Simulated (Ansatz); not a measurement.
A series of calculations on CH₆BNSi

## 1. Relaxation

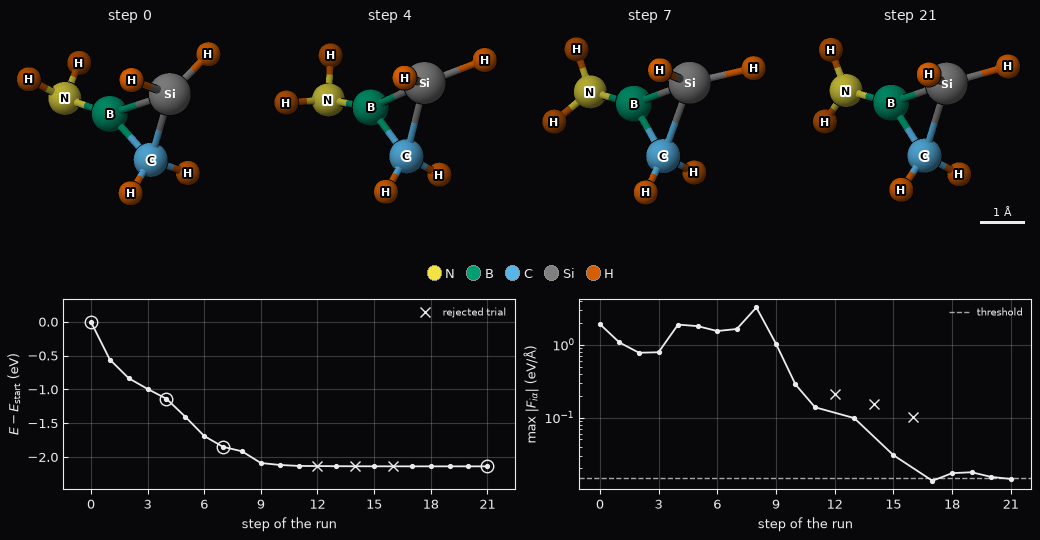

Frames of a relaxation of CH₆BNSi, marked on the history of the run. Style: ball-and-stick. Shown from a free direction.

The run prepares an end point of a later path (torsion) calculation, from a guessed geometry.

Computed with Ansatz 0.2.0, RKS PBE-D4/def2-SVP.

Input
```yaml
crystal:
  periodic: [false, false, false]
  atoms:
    - { symbol: "N", position_ang: [-1.6073, 0.2835, -1.12] }
    - { symbol: B, position_ang: [-0.4414, -0.0778, -0.32] }
    - { symbol: C, position_ang: [0.5208, -1.1651, 0.2239] }
    - { symbol: Si, position_ang: [1.2264, 0.394, 0.8725] }
    - { symbol: H, position_ang: [-1.3259, 1.0146, -1.8582] }
    - { symbol: H, position_ang: [-2.2962, 0.8519, -0.4828] }
    - { symbol: H, position_ang: [0.1158, -1.834, 0.9943] }
    - { symbol: H, position_ang: [1.2245, -1.6087, -0.5562] }
    - { symbol: H, position_ang: [0.5917, 0.9107, 2.1763] }
    - { symbol: H, position_ang: [2.0748, 1.1798, 0.0733] }
basis:
  gaussian: { orbitals: def2-SVP }
hamiltonian:
  xc: pbe
  dispersion: d4
relax:
  f_tol: 0.015
  max_steps: 40
```

Command:
```bash
ansatz run input.yaml --threads 1 --pin off --max-ram 2048MiB --backend cpu --events-out ev --progress --plain --runs-dir out
```

Question: Describe the path.

Answer: Over 18 accepted moves (21 points after the start) the energy falls by 2.137 eV. The largest force component goes from 1.9 to 0.014 eV/Å. The line search rejected the trial steps at points 12, 14, 16 of the run. H6 moves most after the best rigid fit: 1.44 Å. By element the largest moves are H 1.44 Å, Si 0.27 Å, B 0.26 Å, N 0.22 Å, C 0.17 Å. Among the contacts that change: B2–Si4 2.104 → 1.963 Å, C3–Si4 1.830 → 1.937 Å, Si4–H10 1.406 → 1.502 Å, N1–B2 1.459 → 1.386 Å. Bond angles that change, for instance: B2–Si4–H9 103.2° → 122.5°, B2–Si4–H10 106.4° → 124.4°, B2–N1–H6 108.2° → 123.0°. From step 0 to 4: H6 moves most (0.60 Å), energy −1.137 eV. From step 4 to 7: H6 moves most (0.57 Å), energy −0.711 eV. From step 7 to 21: H6 moves most (0.45 Å), energy −0.288 eV.

| step | E − E(0), eV | largest force component, eV/Å | note |
| --- | --- | --- | --- |
| 0 | 0.0000 | 1.9156 |  |
| 1 | -0.5568 | 1.0710 |  |
| 2 | -0.8332 | 0.7738 |  |
| 3 | -0.9919 | 0.7861 |  |
| 4 | -1.1374 | 1.8847 |  |
| 5 | -1.4029 | 1.7934 |  |
| 6 | -1.6878 | 1.5374 |  |
| 7 | -1.8485 | 1.6389 |  |
| 8 | -1.9140 | 3.2408 |  |
| 9 | -2.0870 | 1.0321 |  |
| 10 | -2.1159 | 0.2840 |  |
| 11 | -2.1305 | 0.1382 |  |
| 12 | -2.1248 | 0.2130 | rejected |
| 13 | -2.1345 | 0.0983 |  |
| 14 | -2.1333 | 0.1521 | rejected |
| 15 | -2.1360 | 0.0305 |  |
| 16 | -2.1354 | 0.1025 | rejected |
| 17 | -2.1365 | 0.0135 |  |
| 18 | -2.1365 | 0.0172 |  |
| 19 | -2.1366 | 0.0177 |  |
| 20 | -2.1366 | 0.0153 |  |
| 21 | -2.1367 | 0.0144 |  |

## 2. Relaxation

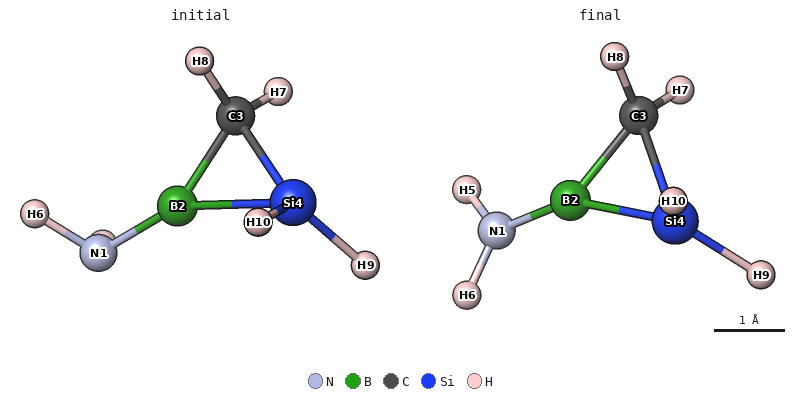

The structure of CH$_{6}$BNSi before (left) and after (right) a relaxation, at one scale.

Style: ball-and-stick. Shown from a free direction.

The run prepares an end point of a later path (torsion) calculation, from a guessed geometry.

Computed with RKS PBE-D4/def2-SVP (Ansatz 0.2.0).

Input file:
```yaml
crystal:
  periodic: [false, false, false]
  atoms:
    - { symbol: "N", position_ang: [-1.6073, 0.2835, -1.12] }
    - { symbol: B, position_ang: [-0.4414, -0.0778, -0.32] }
    - { symbol: C, position_ang: [0.73106, 0.34799, 0.60083] }
    - { symbol: Si, position_ang: [0.87748, -1.47514, 0.53686] }
    - { symbol: H, position_ang: [-1.3259, 1.0146, -1.8582] }
    - { symbol: H, position_ang: [-2.2962, 0.8519, -0.4828] }
    - { symbol: H, position_ang: [1.55844, 0.886, 0.12025] }
    - { symbol: H, position_ang: [0.41781, 0.6706, 1.64884] }
    - { symbol: H, position_ang: [1.63957, -2.03132, -0.67953] }
    - { symbol: H, position_ang: [0.10121, -2.28329, 1.38555] }
basis:
  gaussian: { orbitals: def2-SVP }
hamiltonian:
  xc: pbe
  dispersion: d4
relax:
  f_tol: 0.015
  max_steps: 40
```

Run as
```bash
ansatz run input.yaml --threads 1 --pin off --max-ram 2048MiB --backend cpu --events-out ev --progress --plain --runs-dir out
```

What changed between the two?

Answer. Over 15 accepted moves (17 points after the start) the energy falls by 211.1 kJ/mol. The largest force component goes from 2.8 to 0.013 eV/Å. The line search rejected the trial steps at points 13, 15 of the run. The largest move after the best rigid fit is that of H6, 1.28 Å. Largest moves by element: H 1.28 Å, Si 0.37 Å, N 0.34 Å, B 0.13 Å, C 0.08 Å. Among the contacts that change: B2–Si4 2.104 → 1.963 Å, C3–Si4 1.830 → 1.940 Å, Si4–H10 1.406 → 1.501 Å, N1–H6 1.097 → 1.021 Å. Among the angles between lasting bonds that change: B2–Si4–H9 103.2° → 121.9°, B2–Si4–H10 106.4° → 125.1°, B2–N1–H6 108.2° → 123.2°.

## 3. Path

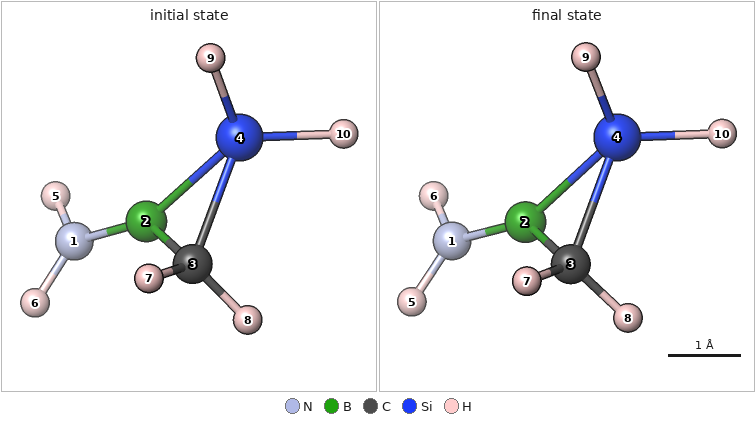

The two relaxed end points of a path for CH₆BNSi. The picture is a ball-and-stick view, seen from a free direction.

Level of theory: Ansatz, RKS PBE-D4/def2-SVP.

Run with 5 movable images; climbing image; force threshold 0.05 eV/Å; iteration limit 60.

Start:
```xyz
10

N    -1.5444    0.4538   -1.0476
B    -0.3847    0.1691   -0.3443
C     0.3696   -1.0505    0.2816
Si    1.1730    0.6491    0.7502
H    -1.8342    1.4034   -1.2846
H    -2.1876   -0.2707   -1.3795
H    -0.1251   -1.6953    1.0338
H     1.0083   -1.6503   -0.3978
H     1.0477    1.0937    2.1800
H     2.5606    0.8466    0.2114
```

End:
```xyz
10

N    -1.5484    0.4549   -1.0386
B    -0.3726    0.1649   -0.3635
C     0.3655   -1.0524    0.2819
Si    1.1772    0.6487    0.7394
H    -2.2078   -0.2669   -1.3430
H    -1.8313    1.4038   -1.2875
H    -0.1383   -1.7114    1.0149
H     1.0318   -1.6351   -0.3863
H     1.0263    1.1321    2.1542
H     2.5807    0.8103    0.2315
```

**Predict the minimum-energy path and its barrier.**

The barrier is about 106.5 kJ/mol in both directions, with image 3 at the top; the ends have nearly the same energy. The motion is a rotation about the N1–B2 bond by about 180°. No bond forms or breaks between the ends. Among the angles between lasting bonds that change up to the highest image: Si4–C3–H7 122.1° → 87.7°, Si4–C3–H8 112.6° → 137.1°. The band is converged. At the top, the vibrational analysis gives one imaginary mode (527i cm⁻¹), as a transition state must have.

Energies of the converged images:

```csv
image,path (Å),E (kJ/mol)
0,0.00,0.0
1,0.90,2.4
2,1.80,59.1
3,2.70,106.5
4,3.69,45.1
5,4.69,1.1
6,5.69,0.0
```

The geometry at the top of the path:

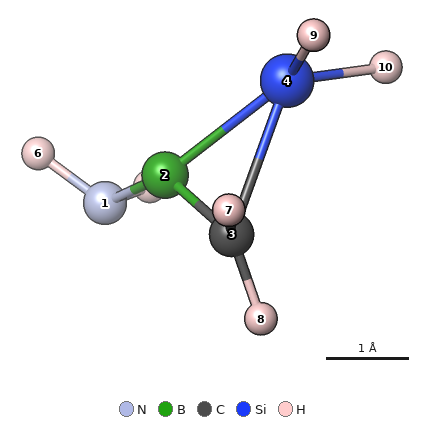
